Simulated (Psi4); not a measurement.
# CH4F2OSi (SMILES C[Si](O)(F)F), step by step

Wanted: a series of 15 runs (MP2/def2-TZVP, UMP2/def2-TZVP) of CH4F2OSi and its partners. 

The calculation is run with Psi4 1.11.

## 1. Starting point

The species is CH4F2OSi (9 atoms), meant as a singlet with charge 0. As SMILES, `C[Si](O)(F)F`. Geometry: relaxed at PBE0-D4/def2-TZVP. This is one conformer, not always the lowest.

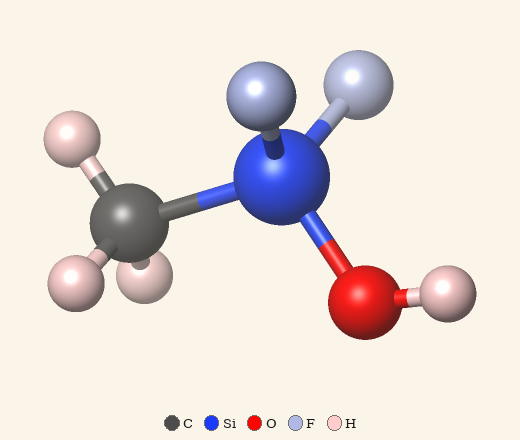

Viewed from a chosen angle; carbon dark grey, silicon blue, oxygen red, fluorine light blue, hydrogen pink.

## 2. A single-point energy at MP2/def2-TZVP (density fitting, density fitting for correlation) (run 1)

File input.dat:

```
memory 1.6 GB

molecule {
  0 1
  C     -1.189400     0.338900    -0.162200
  Si     0.580100    -0.130700    -0.192500
  O      1.083400    -0.479900     1.308000
  F      0.827400    -1.374000    -1.151900
  F      1.471900     1.032700    -0.807900
  H     -1.795500    -0.480100     0.229600
  H     -1.342100     1.213300     0.473300
  H     -1.540100     0.577500    -1.168100
  H      1.992700    -0.743900     1.454700
  symmetry c1
}

set {
  num_frozen_docc 9
}

E, wfn = energy("mp2/def2-TZVP", return_wfn=True)
print_variables()
```

The run is started by

```console
$ psi4 -n 1 input.dat output.dat
```

output.dat:

```text
[...]
  Running in c1 symmetry.
[...]
  Nuclear repulsion =  263.489156552617146
[...]
  Multiplicity = 1
[...]
  Nalpha       = 25
  Nbeta        = 25
[...]
    Number of basis functions: 185
[...]
   @DF-RHF iter   1:  -603.07741578045636   -9.75459e-01   3.57819e-03 DIIS/ADIIS
[...]
   @DF-RHF iter  11:  -603.24794069622976   -1.35287e-11   4.56636e-09 DIIS
[...]
    Orbital Energies [Eh]
    ---------------------
    Doubly Occupied:
       1A    -68.847294     2A    -26.290473     3A    -26.290455
       4A    -20.577869     5A    -11.221121     6A     -6.186621
       7A     -4.295358     8A     -4.295097     9A     -4.293757
      10A     -1.604789    11A     -1.584092    12A     -1.366624
      13A     -0.969818    14A     -0.793465    15A     -0.737509
      16A     -0.718879    17A     -0.688655    18A     -0.680130
      19A     -0.661406    20A     -0.642447    21A     -0.578686
      22A     -0.572104    23A     -0.566217    24A     -0.540184
      25A     -0.503845
[...]
  @DF-RHF Final Energy:  -603.24794069622976
   => Energetics <=
    Nuclear Repulsion Energy =            263.4891565526171462
    One-Electron Energy =               -1362.4604027507105002
    Two-Electron Energy =                 495.7233055018637060
    Total Energy =                       -603.2479406962297617
[...]
 Multipole Moments:
 ------------------------------------------------------------------------------------
     Multipole            Electronic (a.u.)      Nuclear  (a.u.)        Total (a.u.)
 ------------------------------------------------------------------------------------
 L = 1.  Multiply by 2.5417464519 to convert [e a0] to [Debye]
 Dipole X            :          5.6587372           -5.8303759           -0.1716387
 Dipole Y            :         -1.1125596            1.1022991           -0.0102605
 Dipole Z            :         -2.8207184            3.2152010            0.3944826
 Magnitude           :                                                    0.4303274
[...]
```

It took 5.1 s on 1 thread of AMD EPYC 7R43 (Zen 3), shared host; peak memory 0.35 GiB.

## 3. The distorted shape: a single-point energy at MP2/def2-TZVP (density fitting, density fitting for correlation) (run 2)

File calc.py:

```python
import psi4

psi4.set_memory(1600000000)
psi4.set_num_threads(1)
psi4.core.set_output_file('run.log', False)

mol = psi4.geometry("""
0 1
C
Si 1 1.831003
O 2 1.620726 1 109.87975
F 2 1.3513 3 109.99301 1 -122.67908
F 2 1.589819 4 104.56259 3 118.0578
H 1 1.091616 2 110.49343 4 61.99953
H 1 1.091674 6 108.32086 2 -121.17303
H 1 1.091675 6 108.44104 7 -117.49969
H 3 0.958146 2 119.72418 4 57.35396
symmetry c1
""")

psi4.set_options({
    'reference': 'rhf',
    'num_frozen_docc': 9,
})

e_tot, wfn = psi4.energy("mp2/def2-TZVP", return_wfn=True)
print('E =', round(e_tot, 9))
```

The run is started by

```console
$ python calc.py
```

run.log:

```text
[...]
  Running in c1 symmetry.
[...]
  Nuclear repulsion =  274.392934124119961
[...]
  Multiplicity = 1
[...]
  Nalpha       = 25
  Nbeta        = 25
[...]
    Number of basis functions: 185
[...]
   @DF-RHF iter   1:  -603.02327434267772   -5.67493e-01   3.63416e-03 ADIIS/DIIS
[...]
   @DF-RHF iter  11:  -603.19565756255656   -4.12683e-11   9.00419e-09 DIIS
[...]
    Orbital Energies [Eh]
    ---------------------
    Doubly Occupied:
       1A    -68.805245     2A    -26.321998     3A    -26.275667
       4A    -20.563291     5A    -11.208376     6A     -6.158315
       7A     -4.271830     8A     -4.264192     9A     -4.262797
      10A     -1.698073    11A     -1.579902    12A     -1.354269
      13A     -0.960386    14A     -0.832999    15A     -0.768417
      16A     -0.758352    17A     -0.740235    18A     -0.697344
      19A     -0.658996    20A     -0.645583    21A     -0.569109
      22A     -0.562507    23A     -0.555778    24A     -0.528527
      25A     -0.490260
[...]
  @DF-RHF Final Energy:  -603.19565756255656
   => Energetics <=
    Nuclear Repulsion Energy =            274.3929341241199609
    One-Electron Energy =               -1384.1122838118667460
    Two-Electron Energy =                 506.5236921251900526
    Total Energy =                       -603.1956575625565620
[...]
 Multipole Moments:
 ------------------------------------------------------------------------------------
     Multipole            Electronic (a.u.)      Nuclear  (a.u.)        Total (a.u.)
 ------------------------------------------------------------------------------------
 L = 1.  Multiply by 2.5417464519 to convert [e a0] to [Debye]
 Dipole X            :          0.1053162            0.2469195            0.3522357
 Dipole Y            :          2.8325596           -2.9920468           -0.1594871
 Dipole Z            :          5.8924707           -5.8577270            0.0347437
 Magnitude           :                                                    0.3882181
[...]
```

The script printed:

```text
E = -604.202787895
```

Wall time 4.8 s (1 thread of AMD EPYC 7R43 (Zen 3), shared host); peak memory 0.35 GiB.

## 4. The distorted shape: the energy at MP2/def2-TZVP (density fitting, density fitting for correlation) (run 3)

File ch4f2osi.dat:

```
memory 1600 MB

molecule {
  0 1
  C     -1.226488     0.525358    -0.018318
  Si     0.543012     0.055758    -0.048618
  O      1.046312    -0.293442     1.451882
  F      0.827400    -1.374000    -1.151900
  F      1.434812     1.219158    -0.664018
  H     -1.832588    -0.293642     0.373482
  H     -1.379188     1.399758     0.617182
  H     -1.577188     0.763958    -1.024218
  H      1.955612    -0.557442     1.598582
  symmetry c1
}

set basis def2-TZVP
set num_frozen_docc 9

energy("mp2")
```

The run is started by

```console
$ psi4 -i ch4f2osi.dat -o ch4f2osi.out -n 1
```

ch4f2osi.out:

```text
[...]
  Running in c1 symmetry.
[...]
  Nuclear repulsion =  254.847426633985805
[...]
  Multiplicity = 1
[...]
  Nalpha       = 25
  Nbeta        = 25
[...]
    Number of basis functions: 185
[...]
   @DF-RHF iter   1:  -603.03785856037655   -1.17110e+00   3.64525e-03 DIIS/ADIIS
[...]
   @DF-RHF iter  12:  -603.21626774945230   -5.34328e-12   3.63991e-09 DIIS
[...]
    Orbital Energies [Eh]
    ---------------------
    Doubly Occupied:
       1A    -68.878405     2A    -26.305058     3A    -26.253498
       4A    -20.592494     5A    -11.234129     6A     -6.213357
       7A     -4.322151     8A     -4.321213     9A     -4.320457
      10A     -1.607776    11A     -1.516827    12A     -1.379402
      13A     -0.980491    14A     -0.792966    15A     -0.740848
      16A     -0.692987    17A     -0.689157    18A     -0.651614
      19A     -0.616508    20A     -0.605591    21A     -0.586357
      22A     -0.580052    23A     -0.575259    24A     -0.550881
      25A     -0.515647
[...]
  @DF-RHF Final Energy:  -603.21626774945230
   => Energetics <=
    Nuclear Repulsion Energy =            254.8474266339858048
    One-Electron Energy =               -1345.0811401194823702
    Two-Electron Energy =                 487.0174457360442375
    Total Energy =                       -603.2162677494522995
[...]
 Multipole Moments:
 ------------------------------------------------------------------------------------
     Multipole            Electronic (a.u.)      Nuclear  (a.u.)        Total (a.u.)
 ------------------------------------------------------------------------------------
 L = 1.  Multiply by 2.5417464519 to convert [e a0] to [Debye]
 Dipole X            :          5.5888748           -5.8789503           -0.2900756
 Dipole Y            :         -0.9699962            1.3465048            0.3765085
 Dipole Z            :         -2.7011604            3.4036446            0.7024842
 Magnitude           :                                                    0.8481666
[...]
```

Wall time 5.1 s (1 thread of AMD EPYC 7R43 (Zen 3), shared host); peak memory 0.35 GiB.

Runs 4 to 14 aren't shown in full; the table further down has their settings and results.

## 5. CH4FOSi: a geometry optimisation at UMP2/def2-TZVP (density fitting, density fitting for correlation) (run 15)

File calc.inp:

```
memory 1600 MB

molecule {
  0 2
  C
  Si 1 R2
  O 2 R3 1 A3
  F 2 R4 3 A4 1 D4
  H 1 R5 2 A5 4 D5
  H 1 R6 5 A6 2 D6
  H 1 R7 5 A7 6 D7
  H 3 R8 2 A8 4 D8

  R2 = 1.831003
  R3 = 1.620726
  A3 = 109.87975
  R4 = 1.589819
  A4 = 109.98945
  D4 = 122.67162
  R5 = 1.091616
  A5 = 110.49343
  D5 = 178.02672
  R6 = 1.091674
  A6 = 108.32086
  D6 = -121.17303
  R7 = 1.091675
  A7 = 108.44104
  D7 = -117.49969
  R8 = 0.958146
  A8 = 119.72418
  D8 = -57.29534
  units angstrom
  symmetry c1
}

set basis def2-TZVP
set reference uhf
set geom_maxiter 50
set num_frozen_docc 8

E, wfn = optimize("mp2", return_wfn=True)
```

The run is started by

```console
$ psi4 calc.inp calc.out -n 1
```

calc.out:

```text
[...]
  Running in c1 symmetry.
[...]
  Nuclear repulsion =  173.913351713814620
[...]
  Multiplicity = 2
[...]
  Nalpha       = 21
  Nbeta        = 20
[...]
    Number of basis functions: 154
[...]
   @DF-UHF iter   1:  -503.45971521247327   -8.12619e-01   4.05514e-03 ADIIS/DIIS
[...]
	Warning: cc_lambda option is changed to TRUE
	For this residual convergence, default PCG convergence is:     1.00e-07
[...]
	DF-SCS-MP2 Total Energy (a.u.)     :  -504.36787841850224
	DF-SOS-MP2 Total Energy (a.u.)     :  -504.36151742824671
[...]
	Warning: cc_lambda option is changed to TRUE
	For this residual convergence, default PCG convergence is:     1.00e-07
[...]
	Warning: cc_lambda option is changed to TRUE
	For this residual convergence, default PCG convergence is:     1.00e-07
[...]
   @DF-UHF iter  12:  -503.62971201666591    6.82121e-13   9.33232e-11 DIIS
[...]
   @S^2 Observed:                7.534547123E-01
[...]
    Orbital Energies [Eh]
    ---------------------
    Alpha Occupied:
       1A    -68.824856     2A    -26.278495     3A    -20.570988
       4A    -11.216915     5A     -6.167888     6A     -4.279512
       7A     -4.272317     8A     -4.271093     9A     -1.580835
      10A     -1.356061    11A     -0.963081    12A     -0.766891
      13A     -0.713085    14A     -0.664477    15A     -0.659811
      16A     -0.595597    17A     -0.568400    18A     -0.563625
      19A     -0.534768    20A     -0.515818    21A     -0.339999
    Alpha Virtual:
      22A      0.122540    23A      0.143070    24A      0.156199
      25A      0.201136    26A      0.207735    27A      0.228218
[...]
  @DF-UHF Final Energy:  -503.62971201666591
   => Energetics <=
    Nuclear Repulsion Energy =            172.1965754989710433
    One-Electron Energy =               -1040.7861543751305362
    Two-Electron Energy =                 364.9598668594936157
    Total Energy =                       -503.6297120166659056
  UHF NO Occupations:
  HONO-2 :   19  A 1.9997066
  HONO-1 :   20  A 1.9988133
[...]
 Multipole Moments:
 ------------------------------------------------------------------------------------
     Multipole            Electronic (a.u.)      Nuclear  (a.u.)        Total (a.u.)
 ------------------------------------------------------------------------------------
 L = 1.  Multiply by 2.5417464519 to convert [e a0] to [Debye]
 Dipole X            :         -1.7218714            2.1523341            0.4304627
 Dipole Y            :          1.7661375           -1.8775820           -0.1114445
 Dipole Z            :          5.1358078           -5.0831125            0.0526953
 Magnitude           :                                                    0.4477665
[...]
	DF-SCS-MP2 Total Energy (a.u.)     :  -504.36961857293835
	DF-SOS-MP2 Total Energy (a.u.)     :  -504.36328614422627
	DF-SCS(N)-MP2 Total Energy (a.u.)  :  -503.96109119361347
[...]
	DF-MP2 Total Energy (a.u.)         :  -504.38228343036258
[...]
    Final optimized geometry and variables:
    Molecular point group: c1
    Full point group: C1
    Geometry (in Angstrom), charge = 0, multiplicity = 2:
    C
    SI            1          R2
    O             2          R3      1          A3
    F             2          R4      3          A4      1          D4
    H             1          R5      2          A5      4          D5
    H             1          R6      5          A6      2          D6
    H             1          R7      5          A7      6          D7
    H             3          R8      2          A8      4          D8
    A3        =  106.5288394409
    A4        =  109.6404749005
[...]
```

The script printed:

```text
Optimizer: Optimization complete!
```

Wall time 1.8 min (1 thread of AMD EPYC 7R43 (Zen 3), shared host); peak memory 0.78 GiB.

The path in brief:

```csv
step,energy from the first frame kept (eV),largest force (eV/Å)
0,0.0000,1.2533
1,-0.0391,0.3133
2,-0.0449,0.0591
3,-0.0456,0.0333
4,-0.0458,0.0158
5,-0.0458,0.0066
```

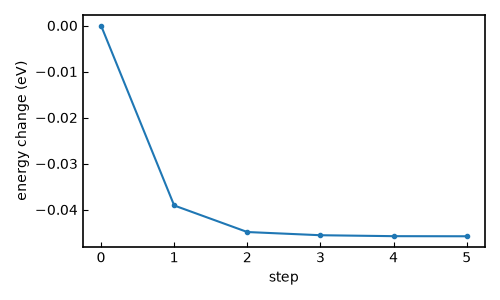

Energy along the run.

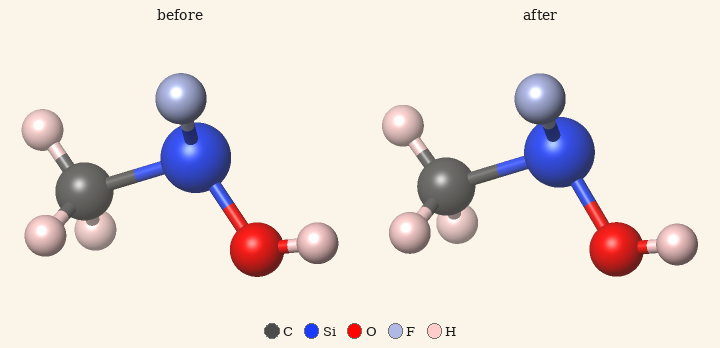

Before and after, at one scale.

After the run. Bond lengths: C1–Si2 1.859 Å, Si2–O3 1.647 Å, Si2–F4 1.611 Å, C1–H5 1.090 Å, C1–H6 1.093 Å, C1–H7 1.090 Å, O3–H8 0.963 Å. Angles: C1–Si2–O3 106.5°, C1–Si2–F4 108.9°, O3–Si2–F4 109.6°, Si2–C1–H5 110.5°, Si2–C1–H6 109.1°, Si2–C1–H7 110.9°, Si2–O3–H8 117.6°, H5–C1–H6 108.7°, H5–C1–H7 108.8°, H6–C1–H7 108.8°.

## 6. The series

```csv
run,level,task,start,partner,energy (Eh),HOMO energy (eV),LUMO energy (eV),HOMO–LUMO gap (eV),wall time
1,"MP2/def2-TZVP (density fitting, density fitting for correlation)",energy,–,base,-604.264809,-13.71,3.41,17.12,5.1 s
2,"MP2/def2-TZVP (density fitting, density fitting for correlation)",energy,–,Si2–F4 1.35 Å,-604.202788,-13.34,3.53,16.87,4.8 s
3,"MP2/def2-TZVP (density fitting, density fitting for correlation)",energy,–,Si2–F4 1.83 Å,-604.241309,-14.03,3.24,17.27,5.1 s
4,"MP2/def2-TZVP (density fitting, density fitting for correlation)",energy,–,Si2–F4 2.07 Å,-604.198361,-14.17,2.91,17.08,5.1 s
5,"UMP2/def2-TZVP (density fitting, density fitting for correlation)",energy,stable UHF solution,Si2–F4 2.07 Å,-604.198361,-14.17,2.91,17.08,16 s
6,"MP2/def2-TZVP (density fitting, density fitting for correlation)",energy,–,Si2–F4 2.38 Å,-604.141869,-13.30,1.80,15.09,4.8 s
7,"UMP2/def2-TZVP (density fitting, density fitting for correlation)",energy,stable UHF solution,Si2–F4 2.38 Å,-604.141869,-13.30,1.80,15.09,16 s
8,"MP2/def2-TZVP (density fitting, density fitting for correlation)",energy,–,Si2–F4 2.86 Å,-604.074093,-11.42,-0.07,11.36,5.1 s
9,"UMP2/def2-TZVP (density fitting, density fitting for correlation)",energy,stable UHF solution,Si2–F4 2.86 Å,-604.023758,-9.28,1.91,11.19,29 s
10,"MP2/def2-TZVP (density fitting, density fitting for correlation)",energy,–,Si2–F4 3.50 Å,-604.011656,-9.68,-1.68,8.00,4.8 s
11,"UMP2/def2-TZVP (density fitting, density fitting for correlation)",energy,stable UHF solution,Si2–F4 3.50 Å,-603.995625,-8.99,1.70,10.69,26 s
12,"UMP2/def2-TZVP (density fitting, density fitting for correlation)",energy,stable UHF solution,Si2–F4 4.77 Å,-603.990504,-8.90,1.56,10.46,54 s
13,"UMP2/def2-TZVP (density fitting, density fitting for correlation)",energy,–,fragment,-99.609544,-18.47,1.59,–,1.5 s
14,"UMP2/def2-TZVP (density fitting, density fitting for correlation)",energy,–,fragment,-504.380600,-8.86,2.17,–,5.1 s
15,"UMP2/def2-TZVP (density fitting, density fitting for correlation)",optimise,–,fragment,-504.382283,-9.25,1.81,–,1.8 min
```

## 7. What came out

| quantity | value |
| --- | --- |
| CH4FOSi, run 15: total energy at the end | -504.38228 Eh |
| CH4FOSi, run 15: HOMO energy (Hartree–Fock orbitals) (highest over α and β) | -9.25 eV |
| CH4FOSi, run 15: LUMO energy (Hartree–Fock orbitals) (lowest over α and β) | 1.81 eV |
| CH4FOSi, run 15: correlation energy (8 core orbitals frozen) | -752.6 mEh |
| CH4FOSi, run 15: ⟨S²⟩ of the reference determinant | 0.753 |
| interaction energy of the rigid parts F and CH4FOSi (parts in their own basis; closest atoms 1.59 Å apart) | -7.474 eV |
| energy change with the Si2–F4 bond shortened from 1.590 to 1.351 Å | 1.688 eV |
| energy change with the Si2–F4 bond stretched from 1.590 to 2.067 Å | 1.808 eV |
| energy change with the Si2–F4 bond stretched from 1.590 to 4.769 Å | 7.464 eV |
| energy change with the Si2–F4 bond stretched from 1.590 to 1.828 Å | 0.639 eV |
| energy change with the Si2–F4 bond stretched from 1.590 to 3.497 Å | 6.889 eV |
| energy change with the Si2–F4 bond stretched from 1.590 to 2.862 Å | 5.190 eV |
| energy change with the Si2–F4 bond stretched from 1.590 to 2.385 Å | 3.345 eV |

What this shows: The interaction energy of the rigid parts F and CH4FOSi (parts in their own basis; closest atoms 1.59 Å apart) is −7.47 eV (−172 kcal/mol): the parts attract. Without counterpoise this holds the superposition error of the basis. With the Si2–F4 bond shortened from 1.590 to 1.351 Å the energy rises by 1.69 eV (163 kJ/mol). The first shape isn't relaxed at this level, so the change isn't measured from a minimum. With the Si2–F4 bond stretched from 1.590 to 2.067 Å the energy rises by 1.81 eV (174 kJ/mol). With the Si2–F4 bond stretched from 1.590 to 4.769 Å the energy rises by 7.46 eV (172 kcal/mol). With the Si2–F4 bond stretched from 1.590 to 1.828 Å the energy rises by 0.64 eV (14.7 kcal/mol). With the Si2–F4 bond stretched from 1.590 to 3.497 Å the energy rises by 6.89 eV (159 kcal/mol). A restricted reference can't describe the breaking bond well at this length. In runs 8, 10 a closed-shell determinant meets a far-stretched bond, which it describes badly. Spin contamination of the reference: run 12 ⟨S²⟩ = 1.01, run 11 ⟨S²⟩ = 0.98, run 9 ⟨S²⟩ = 0.80. Where it is this large, the reference is a mixture of spin states, and values that rest on it are in doubt. All runs together took 4.8 min, the longest 1.8 min.
